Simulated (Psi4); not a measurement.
# FS (SMILES F[S]) at UMP2/pcseg-2 (density fitting, density fitting for correlation, intrafrag hess fischer)

Aim: a geometry optimisation of FS. 

Program for the calculation: Psi4 1.11.

**1. The system as given**

The species is FS (2 atoms), typed as a doublet with charge 0. As SMILES, `F[S]`. The coordinates come from a GFN2-xTB relaxation. The run starts from this shape.

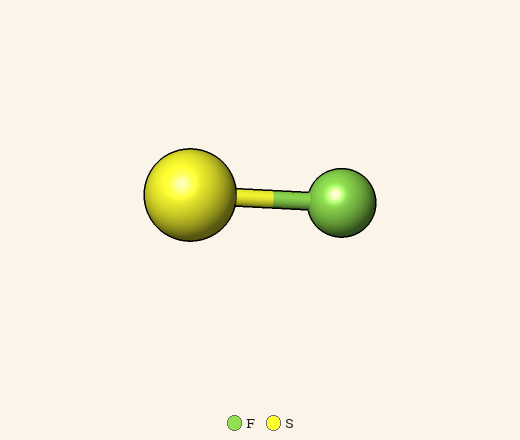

Viewed from a chosen angle; fluorine green, sulfur yellow.

**2. A structure relaxation at UMP2/pcseg-2 (density fitting, density fitting for correlation, intrafrag hess fischer)**

input.dat reads:

```
memory 1.6 GB

molecule molecule1 {
  0 2
  F      0.00000000     0.00000000     0.00000000
  S      0.00000000     0.00000000     3.07369623
  units au
  symmetry c1
}

set reference uhf
set scf_type df
set freeze_core true
set mp2_type df
set geom_maxiter 60
set intrafrag_hess fischer

E, wfn = optimize("mp2/pcseg-2", return_wfn=True)
```

The run is started by

```sh
$ psi4 input.dat output.dat -n 1
```

output.dat:

```text
Psi4 1.11 release

gradient() will perform analytic gradient computation.
    For method 'MP2', SCF Algorithm Type (re)set to DISK_DF.

   => Loading Basis Set <=

    Name: PCSEG-2
    Role: ORBITAL
    Keyword: BASIS

         ---------------------------------------------------------
                                   SCF
                              UHF Reference
                        1 Threads,   1525 MiB Core
         ---------------------------------------------------------

  ==> Geometry <==

    Molecular point group: c1
    Full point group: C_inf_v

    Geometry (in Bohr), charge = 0, multiplicity = 2:

       Center              X                  Y                   Z               Mass
    ------------   -----------------  -----------------  -----------------  -----------------
         F            0.000000000000     0.000000000000    -1.928026684312    18.998403162730
         S            0.000000000000     0.000000000000     1.145669545688    31.972071174400

  Running in c1 symmetry.

  Rotational constants: A = ************  B =      0.53469  C =      0.53469 [cm^-1]
  Rotational constants: A = ************  B =  16029.64297  C =  16029.64297 [MHz]
  Nuclear repulsion =   46.849131867530062

  Charge       = 0
  Multiplicity = 2
  Electrons    = 25
  Nalpha       = 13
  Nbeta        = 12

  ==> Algorithm <==

  SCF Algorithm Type is DISK_DF.
  DIIS enabled.
  MOM disabled.
  Fractional occupation disabled.
  Guess Type is SAD.
  Energy threshold   = 1.00e-10
  Density threshold  = 1.00e-10
  Integral threshold = 1.00e-12

  ==> Primary Basis <==

  Basis Set: PCSEG-2
    Blend: PCSEG-2
    Number of shells: 22
    Number of basis functions: 64
    Number of Cartesian functions: 74
    Spherical Harmonics?: true
    Max angular momentum: 3

   => Loading Basis Set <=

    Name: (PCSEG-2 AUX)
    Role: JKFIT
    Keyword: DF_BASIS_SCF

  ==> Integral Setup <==

  ==> DiskDFJK: Density-Fitted J/K Matrices <==

    J tasked:                  Yes
    K tasked:                  Yes
    wK tasked:                  No
    Integrals threads:           1
    Memory [MiB]:             1144
    Algorithm:                Core
    Integral Cache:           SAVE
    Schwarz Cutoff:          1E-12
    Fitting Condition:       1E-10

   => Auxiliary Basis Set <=

  Basis Set: (PCSEG-2 AUX)
    Blend: DEF2-UNIVERSAL-JKFIT
    Number of shells: 63
    Number of basis functions: 205
    Number of Cartesian functions: 248
    Spherical Harmonics?: true
    Max angular momentum: 4

  Minimum eigenvalue in the overlap matrix is 1.3168097240E-02.
  Reciprocal condition number of the overlap matrix is 3.5214892062E-03.
    Using symmetric orthogonalization.

  ==> Pre-Iterations <==

  SCF Guess: Superposition of Atomic Densities via on-the-fly atomic UHF (no occupation information).

   -------------------------
    Irrep   Nso     Nmo
   -------------------------
     A         64      64
   -------------------------
    Total      64      64
   -------------------------

  ==> Iterations <==

                           Total Energy        Delta E     RMS |[F,P]|

   @DF-UHF iter SAD:  -496.36381084645205   -4.96364e+02   0.00000e+00
   @DF-UHF iter   1:  -496.93064266393731   -5.66832e-01   3.98272e-03 ADIIS/DIIS
   @DF-UHF iter   2:  -496.95521332277889   -2.45707e-02   1.85856e-03 ADIIS/DIIS
   @DF-UHF iter   3:  -496.96014866511132   -4.93534e-03   6.74625e-04 ADIIS/DIIS
   @DF-UHF iter   4:  -496.96123058271002   -1.08192e-03   2.02090e-04 ADIIS/DIIS
   @DF-UHF iter   5:  -496.96145460354398   -2.24021e-04   8.03282e-05 DIIS
   @DF-UHF iter   6:  -496.96150436094291   -4.97574e-05   3.50361e-05 DIIS
   @DF-UHF iter   7:  -496.96151552606062   -1.11651e-05   1.29380e-05 DIIS
   @DF-UHF iter   8:  -496.96151718970759   -1.66365e-06   5.32163e-06 DIIS
   @DF-UHF iter   9:  -496.96151747807079   -2.88363e-07   3.07540e-06 DIIS
   @DF-UHF iter  10:  -496.96151760970349   -1.31633e-07   1.09385e-06 DIIS
   @DF-UHF iter  11:  -496.96151762360569   -1.39022e-08   2.87488e-07 DIIS
   @DF-UHF iter  12:  -496.96151762415127   -5.45583e-10   8.64114e-08 DIIS
   @DF-UHF iter  13:  -496.96151762419953   -4.82601e-11   2.64467e-08 DIIS
   @DF-UHF iter  14:  -496.96151762420487   -5.34328e-12   8.00182e-09 DIIS
   @DF-UHF iter  15:  -496.96151762420499   -1.13687e-13   3.42601e-09 DIIS
   @DF-UHF iter  16:  -496.96151762420533   -3.41061e-13   1.04988e-09 DIIS
   @DF-UHF iter  17:  -496.96151762420487    4.54747e-13   2.39425e-10 DIIS
   @DF-UHF iter  18:  -496.96151762420504   -1.70530e-13   7.81189e-11 DIIS
  Energy and wave function converged.

  ==> Post-Iterations <==

   @Spin Contamination Metric:   1.379650149E-02
   @S^2 Expected:                7.500000000E-01
   @S^2 Observed:                7.637965015E-01
   @S   Expected:                5.000000000E-01
   @S   Observed:                5.000000000E-01

    Orbital Energies [Eh]
    ---------------------

    Alpha Occupied:

       1A    -92.015860     2A    -26.322889     3A     -9.048183
       4A     -6.745190     5A     -6.726891     6A     -6.724051
       7A     -1.626663     8A     -0.984549     9A     -0.720926
      10A     -0.706905    11A     -0.673961    12A     -0.476168
      13A     -0.410205

    Alpha Virtual:

      14A      0.079787    15A      0.328833    16A      0.356379
      17A      0.403913    18A      0.529017    19A      0.581346
      20A      0.599847    21A      0.607961    22A      0.686197
[... 13 lines of this table left out ...]
      62A      8.331541    63A      8.632966    64A     24.684046

    Beta Occupied:

[... 14 lines left out ...]
    Final Occupation by Irrep:
[... 11 lines left out ...]
    One-Electron Energy =                -782.0079545436101398
[... 25 lines left out ...]
 Dipole X            :          0.0000000            0.0000000            0.0000000
[... 43 lines left out ...]
  DIE_IF_NOT_CONVERGED          => (empty)
[... 28 lines left out ...]
  MAX_MOGRAD_CONVERGENCE        => (empty)
[... 55 lines left out ...]
  RMS_MOGRAD_CONVERGENCE        => (empty)
[... 17 lines left out ...]
	For this residual convergence, default PCG convergence is:     1.00e-07
[... 34 lines left out ...]
	DF-SOS-MP2 Total Energy (a.u.)     :  -497.33101405105526
[... 73 lines left out ...]
	                                 ==> Convergence Check <==
[... 8 lines left out ...]
	  Convergence Criteria     1.00e-06 *    3.00e-04 *             o    1.20e-03 *             o~
[... 96 lines left out ...]
   @DF-UHF iter   1:  -496.96268191106282    1.18052e-02   1.27651e-04 ADIIS/DIIS
[... 2 lines left out ...]
   @DF-UHF iter   4:  -496.96271313224372   -6.89141e-07   6.82670e-06 DIIS
[... 2 lines left out ...]
   @DF-UHF iter   7:  -496.96271347977176   -7.46377e-09   4.74997e-07 DIIS
[... 2 lines left out ...]
   @DF-UHF iter  10:  -496.96271348238992   -8.55493e-11   2.87026e-08 DIIS
[... 2 lines left out ...]
   @DF-UHF iter  13:  -496.96271348239884    3.41061e-13   4.88119e-10 DIIS
[... 2 lines left out ...]
  Energy and wave function converged.
[... 5 lines left out ...]
   @S^2 Observed:                7.638887566E-01
[... 3 lines left out ...]
    Final Occupation by Irrep:
[... 11 lines left out ...]
    One-Electron Energy =                -783.1935410136392193
[... 25 lines left out ...]
 Dipole X            :          0.0000000            0.0000000            0.0000000
[... 43 lines left out ...]
  DIE_IF_NOT_CONVERGED          => (empty)
[... 28 lines left out ...]
  MAX_MOGRAD_CONVERGENCE        => (empty)
[... 55 lines left out ...]
  RMS_MOGRAD_CONVERGENCE        => (empty)
[... 17 lines left out ...]
	For this residual convergence, default PCG convergence is:     1.00e-07
[... 34 lines left out ...]
	DF-SOS-MP2 Total Energy (a.u.)     :  -497.33121286696564
[... 73 lines left out ...]
	                                 ==> Convergence Check <==
[... 8 lines left out ...]
	  Convergence Criteria     1.00e-06 *    3.00e-04 *             o    1.20e-03 *             o
[... 65 lines left out ...]
   @DF-UHF iter   1:  -496.96286036482837    1.90141e-03   2.05172e-05 DIIS
[... 2 lines left out ...]
   @DF-UHF iter   4:  -496.96286117538807   -1.79232e-08   1.09663e-06 DIIS
[... 2 lines left out ...]
   @DF-UHF iter   7:  -496.96286118429538   -1.76669e-10   7.24009e-08 DIIS
[... 2 lines left out ...]
   @DF-UHF iter  10:  -496.96286118435398   -2.16005e-12   4.57610e-09 DIIS
[... 2 lines left out ...]
   @DF-UHF iter  13:  -496.96286118435393    0.00000e+00   7.75053e-11 DIIS
[... 5 lines left out ...]
   @S^2 Expected:                7.500000000E-01
[... 2 lines left out ...]
   @S   Observed:                5.000000000E-01
[... 47 lines left out ...]
    Nuclear Repulsion Energy =             47.5530987218499845
[... 2 lines left out ...]
    Total Energy =                       -496.9628611843539261
[... 25 lines left out ...]
 Dipole Z            :         -0.4382087            0.9639875            0.5257788
[... 68 lines left out ...]
  LS_THC_WEIGHTS_TOLERANCE      => (empty)
[... 34 lines left out ...]
  PCG_CONVERGENCE               => (empty)
[... 21 lines left out ...]
  RESTRICTED_UOCC               => (empty)
  RMS_MOGRAD_CONVERGENCE        => (empty)
  R_CONVERGENCE                 => (empty)
  SCF_TYPE                      => DISK_DF         !
  SCREENING                     => (empty)
  SCS_TYPE                      => (empty)
  SOCC                          => (empty)
  SOS_TYPE                      => (empty)
  TRIPLES_IABC_TYPE             => (empty)
  WFN                           => (empty)
  WFN_TYPE                      => DF-OMP2         !
  WRITER_FILE_LABEL             => (empty)
  ZORA_BASIS_TOLERANCE          => (empty)
  ZORA_NR_DEBUG                 => (empty)
  ZORA_PRUNING_SCHEME           => (empty)
  ZORA_RADIAL_POINTS            => (empty)
  ZORA_SPHERICAL_POINTS         => (empty)

	Warning: cc_lambda option is changed to TRUE
	For this residual convergence, default PCG convergence is:     1.00e-07
	For this energy convergence, default residual convergence is:     3.16e-07

 ==============================================================================
 ==============================================================================
 ==============================================================================

                       DF-MP2

 ==============================================================================
 ==============================================================================
 ==============================================================================

	MO spaces...

	 FC   AOCC   BOCC  AVIR   BVIR   FV
	------------------------------------------
	  6     7     6    51     52     0
	Reading DF integrals from disk ...
	Number of basis functions in the DF-HF basis: 205
	Number of basis functions in the DF-CC basis: 199

	Minimum required memory for amplitudes:      2.92 MB

	Computing DF-MP2 energy using SCF MOs (Canonical DF-MP2)...
	=======================================================================
	Nuclear Repulsion Energy (a.u.)    :    47.55309872184998
	DF-HF Energy (a.u.)                :  -496.96286118435393
	REF Energy (a.u.)                  :  -496.96286118435393
	Alpha-Alpha Contribution (a.u.)    :    -0.05187745174434
	Alpha-Beta Contribution (a.u.)     :    -0.28333833544303
	Beta-Beta Contribution (a.u.)      :    -0.04476773369045
	Scaled_SS Correlation Energy (a.u.):    -0.03221506181160
	Scaled_OS Correlation Energy (a.u.):    -0.34000600253164
	DF-SCS-MP2 Total Energy (a.u.)     :  -497.33508224869718
	DF-SOS-MP2 Total Energy (a.u.)     :  -497.33120102042989
	DF-SCS(N)-MP2 Total Energy (a.u.)  :  -497.13295671071916
	DF-MP2 Correlation Energy (a.u.)   :    -0.37998352087782
	DF-MP2 Total Energy (a.u.)         :  -497.34284470523176
	=======================================================================

	Computing unrelaxed response density matrices...

	Forming independent-pairs...
	Number of alpha independent-pairs:663
	Number of beta independent-pairs :624
	Computing the generalized Fock matrix (GFM)...
	Computing the orbital gradient...
	Forming effective orbital gradient...
	Solving orbital Z-vector equations...

	            PCG Solver
	   ------------------------------
	Iter     RMS Z Vector        RMS Residual
	----    ---------------    ---------------
	  1         5.73e-04         9.50e-04
	  2         5.20e-04         3.21e-04
	  3         2.31e-04         1.72e-04
[... 7 lines of this table left out ...]
	 11         3.35e-08         3.68e-08

	Computing the relaxed PDMs and GFM...

	total time  =          1 seconds =       0.02 minutes

	Forming Gamma^tilde...
	Backtransforming OPDM, TPDM, and GFM to the AO basis...

	total time  =          0 seconds =       0.00 minutes
    Molecular point group: c1
    Full point group: C_inf_v

    Geometry (in Bohr), charge = 0, multiplicity = 2:

       Center              X                  Y                   Z
    ------------   -----------------  -----------------  -----------------
         F            0.000000000000     0.000000000000    -1.899484551066
         S            0.000000000000     0.000000000000     1.128709275845

  -Total gradient:
     Atom            X                  Y                   Z
    ------   -----------------  -----------------  -----------------
       1       -0.000000000000    -0.000000000000     0.000131731100
       2        0.000000000000     0.000000000000    -0.000131731100

    			-----------------------------------------

    			 OPTKING 3.0: for geometry optimizations

    			        with contributions from

    			-----------------------------------------

	                            ===> Fragment 1 <==

	 Z (Atomic Numbers)          Masses                          Geom
	       9.000000            18.998403          0.00000000  0.00000000 -1.89948455
	      16.000000            31.972071          0.00000000  0.00000000  1.12870928

	 - Coordinate -           - BOHR/RAD -       - ANG/DEG -
	 R(1,2)           =         3.028194           1.602451

	        --- Internal Coordinate Step in ANG or DEG, aJ/ANG or AJ/DEG ---
	-------------------------------------------------------------------------------
	           Coordinate      Previous         Force          Change          New
	           ----------      --------        ------          ------        ------
	               R(1,2)       1.60245        0.00109        0.00023       1.60268
	-------------------------------------------------------------------------------

	                                 ==> Convergence Check <==

	Measures of convergence in internal coordinates in au.

	Criteria marked as inactive (o), active & met (*), and active & unmet ( ).

	----------------------------------------------------------------------------------------------
	   Step    Total Energy     Delta E     Max Force     RMS Force      Max Disp      RMS Disp
	----------------------------------------------------------------------------------------------
	  Convergence Criteria     1.00e-06 *    3.00e-04 *             o    1.20e-03 *             o
	----------------------------------------------------------------------------------------------
	     3    -497.34284471   -5.55e-06      1.32e-04 *    1.32e-04 o    4.30e-04 *    4.30e-04 o  ~
	----------------------------------------------------------------------------------------------

Next Geometry in Ang
	Fragment 1 (Ang)

	    F   0.0000000000   0.0000000000  -1.0052776225
	    S   0.0000000000   0.0000000000   0.5974009123

    Final optimized geometry and variables:
    Molecular point group: c1
    Full point group: C_inf_v

    Geometry (in Bohr), charge = 0, multiplicity = 2:

    F            0.000000000000     0.000000000000    -1.899484551066
    S            0.000000000000     0.000000000000     1.128709275845

    Psi4 run time: 0:00:07.94

[set-up sections that repeat, and orbital energies of the middle runs, are left out above]
```

The script printed:

```text
Optimizer: Optimization complete!
```

It took 9.3 s on 1 thread of Intel Xeon Platinum 8488C (Sapphire Rapids), shared host; peak memory 0.65 GiB.

The path in brief:

```
step  energy from the first frame kept (eV)  largest force (eV/Å)
   0                                 0.0000                0.7106
   1                                -0.0085                0.0977
   2                                -0.0087                0.0068
```

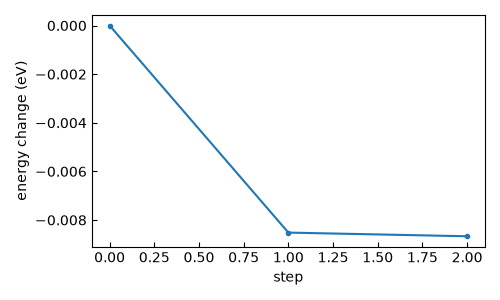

Energy along the run.

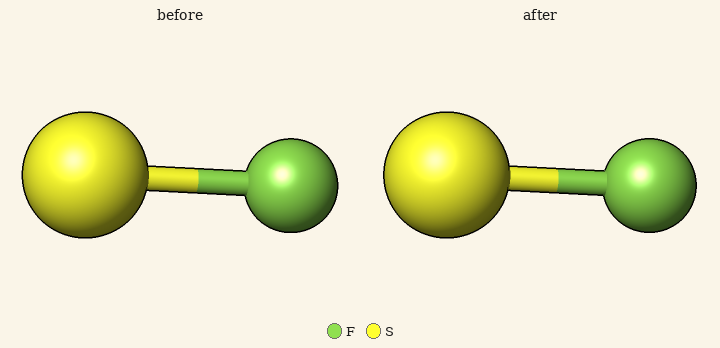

Before and after, at one scale.

After the run. Bond lengths: F1–S2 1.602 Å.

**3. Outcome**

Level: UMP2/pcseg-2 (density fitting, density fitting for correlation, intrafrag hess fischer), 6 core orbitals frozen.

```
                                                  quantity          value
                                   total energy at the end  -497.34284 Eh
HOMO energy (Hartree–Fock orbitals) (highest over α and β)      -10.56 eV
 LUMO energy (Hartree–Fock orbitals) (lowest over α and β)        0.06 eV
               correlation energy (6 core orbitals frozen)     -380.0 mEh
                                               bond length        1.602 Å
                                                      ⟨S²⟩          0.764
```

At the final geometry: Bond lengths: F1–S2 1.602 Å. The optimisation took 3 steps and changed the energy by -0.009 eV.
